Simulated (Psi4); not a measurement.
**TPSS/cc-pVDZ (density fitting with def2-universal-jkfit, sweep point 3) run of GeF2 (SMILES [F][Ge][F])**

Aim: the vertical electron affinity of GeF2 at TPSS/cc-pVDZ (density fitting with def2-universal-jkfit, sweep point 3), from 2 runs. 

Program for the calculation: Psi4 1.11.

2 further runs of the same task are left out: 2 for a known fault of the program.

### 1 The system as given

The species is GeF2 (3 atoms), meant as a singlet with charge 0. As SMILES, `[F][Ge][F]`. Geometry: relaxed at PBE0-D4/def2-TZVP.

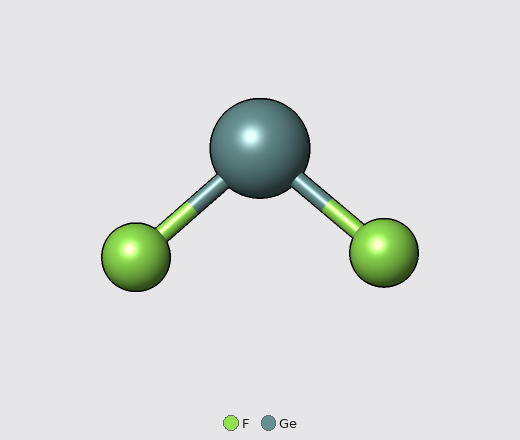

Viewed from a chosen angle; fluorine green, germanium teal.

### 2 The energy at TPSS/cc-pVDZ (density fitting with def2-universal-jkfit, sweep point 3)

The input, f2ge.inp:

```
memory 1600 MB

molecule system {
  0 1
  F     -0.675900    -1.101800    -0.497500
  Ge     0.637500    -0.295200     0.320200
  F      0.027600     1.332100     0.164100
  symmetry c1
}

set basis cc-pVDZ
set reference rks
set puream true
set scf_type df
set dft_radial_points 99
set dft_spherical_points 590
set df_basis_scf def2-universal-jkfit

E = energy('tpss')
```

On the command line:

```
$ psi4 -i f2ge.inp -o f2ge.out -n 1
```

f2ge.out (excerpt; [...] marks lines left out):

```text
[...]
  Running in c1 symmetry.
[...]
  Nuclear repulsion =  191.062717603408373
[...]
  Multiplicity = 1
[...]
  Nalpha       = 25
  Nbeta        = 25
[...]
    Number of basis functions: 55
[...]
   @DF-RKS iter   1: -2276.30757241815354   -3.26471e+00   1.74620e-02 ADIIS/DIIS
[...]
   @DF-RKS iter   7: -2276.72285955074449   -1.33994e-07   8.05953e-07 DIIS
[...]
    Orbital Energies [Eh]
    ---------------------
    Doubly Occupied:
       1A   -397.799768     2A    -49.374920     3A    -43.915104
       4A    -43.913161     5A    -43.912381     6A    -24.405692
       7A    -24.405657     8A     -6.096581     9A     -4.287389
      10A     -4.282880    11A     -4.279015    12A     -1.171544
      13A     -1.165728    14A     -1.155773    15A     -1.152704
      16A     -1.149136    17A     -1.077719    18A     -1.048277
      19A     -0.493801    20A     -0.393110    21A     -0.366472
      22A     -0.363973    23A     -0.339044    24A     -0.325295
      25A     -0.273862
[...]
  @DF-RKS Final Energy: -2276.72285955074449
   => Energetics <=
    Nuclear Repulsion Energy =            191.0627176034083732
    One-Electron Energy =               -3553.4488099899358531
    Two-Electron Energy =                1185.6243197739865991
    DFT Exchange-Correlation Energy =     -99.9610869382035787
    Empirical Dispersion Energy =           0.0000000000000000
    VV10 Nonlocal Energy =                  0.0000000000000000
    Total Energy =                      -2276.7228595507444879
[...]
 Multipole Moments:
 ------------------------------------------------------------------------------------
     Multipole            Electronic (a.u.)      Nuclear  (a.u.)        Total (a.u.)
 ------------------------------------------------------------------------------------
 L = 1.  Multiply by 2.5417464519 to convert [e a0] to [Debye]
 Dipole X            :          2.8482367           -2.0857990            0.7624377
 Dipole Y            :         -1.0902244            0.7983941           -0.2918303
 Dipole Z            :         -0.0000000            0.0000000           -0.0000000
 Magnitude           :                                                    0.8163799
[...]
```

It took 9.3 s on 1 thread of Intel Xeon Platinum 8488C (Sapphire Rapids), shared host; peak memory 0.89 GiB.

### 3 The doublet anion, same level

The input, calc.inp:

```
memory 1600 MB

molecule {
  -1 2
  F     -0.675900    -1.101800    -0.497500
  Ge     0.637500    -0.295200     0.320200
  F      0.027600     1.332100     0.164100
  symmetry c1
}

set {
  basis cc-pVDZ
  reference uks
  puream true
  scf_type df
  dft_radial_points 99
  dft_spherical_points 590
  df_basis_scf def2-universal-jkfit
  maxiter 150
}

E = energy('tpss')
```

On the command line:

```
$ psi4 calc.inp calc.out -n 1
```

calc.out (excerpt; [...] marks lines left out):

```text
[...]
  Running in c1 symmetry.
[...]
  Nuclear repulsion =  191.062717603408373
[...]
  Multiplicity = 2
[...]
  Nalpha       = 26
  Nbeta        = 25
[...]
    Number of basis functions: 55
[...]
   @DF-UKS iter   1: -2276.10838785044916   -3.06553e+00   1.89448e-02 ADIIS/DIIS
[...]
   @DF-UKS iter   8: -2276.71881450476030   -2.04582e-08   6.59955e-07 DIIS
[...]
   @S^2 Observed:                7.531558630E-01
[...]
    Orbital Energies [Eh]
    ---------------------
    Alpha Occupied:
       1A   -397.495388     2A    -49.071390     3A    -43.610316
       4A    -43.610294     5A    -43.609605     6A    -24.141132
       7A    -24.141122     8A     -5.793204     9A     -3.982304
      10A     -3.978669    11A     -3.978182    12A     -0.881915
      13A     -0.868082    14A     -0.850755    15A     -0.850326
      16A     -0.847835    17A     -0.810925    18A     -0.783005
      19A     -0.232146    20A     -0.137936    21A     -0.115336
      22A     -0.111903    23A     -0.087173    24A     -0.074858
      25A     -0.016428    26A      0.122227
    Alpha Virtual:
[...]
  @DF-UKS Final Energy: -2276.71881450476030
   => Energetics <=
    Nuclear Repulsion Energy =            191.0627176034083732
    One-Electron Energy =               -3567.5863664927346690
    Two-Electron Energy =                1200.0691094549026730
    DFT Exchange-Correlation Energy =    -100.2642750703369074
    Empirical Dispersion Energy =           0.0000000000000000
    VV10 Nonlocal Energy =                  0.0000000000000000
    Total Energy =                      -2276.7188145047603030
[...]
 Multipole Moments:
 ------------------------------------------------------------------------------------
     Multipole            Electronic (a.u.)      Nuclear  (a.u.)        Total (a.u.)
 ------------------------------------------------------------------------------------
 L = 1.  Multiply by 2.5417464519 to convert [e a0] to [Debye]
 Dipole X            :          2.2102899           -2.0857990            0.1244909
 Dipole Y            :         -0.8461448            0.7983941           -0.0477507
 Dipole Z            :         -0.0000000            0.0000000           -0.0000000
 Magnitude           :                                                    0.1333346
[...]
```

It took 14 s on 1 thread of Intel Xeon Platinum 8488C (Sapphire Rapids), shared host; peak memory 0.88 GiB.

### 4 What came out

Level: TPSS/cc-pVDZ (density fitting with def2-universal-jkfit, sweep point 3).

| quantity | value |
| --- | --- |
| singlet GeF2: total energy | -2276.72286 Eh |
| singlet GeF2: dipole moment | 2.08 D |
| singlet GeF2: HOMO energy | -7.45 eV |
| singlet GeF2: LUMO energy | -3.09 eV |
| singlet GeF2: HOMO–LUMO gap | 4.36 eV |
| doublet anion: total energy | -2276.71881 Eh |
| doublet anion: HOMO energy (highest over α and β) | 3.33 eV |
| doublet anion: LUMO energy (lowest over α and β) | 4.65 eV |
| doublet anion: ⟨S²⟩ | 0.753 |
| vertical electron affinity (to the doublet anion) | -0.110 eV |

What this shows: The anion lies 0.11 eV (2.5 kcal/mol) above the neutral: the electron isn't bound at this level, and such a value depends on the basis. Without diffuse functions anions come out too high. The HOMO (doublet anion) lies at positive energy, 3.33 eV, as semi-local functionals often give for anions; only total energies tell whether the electron is bound.
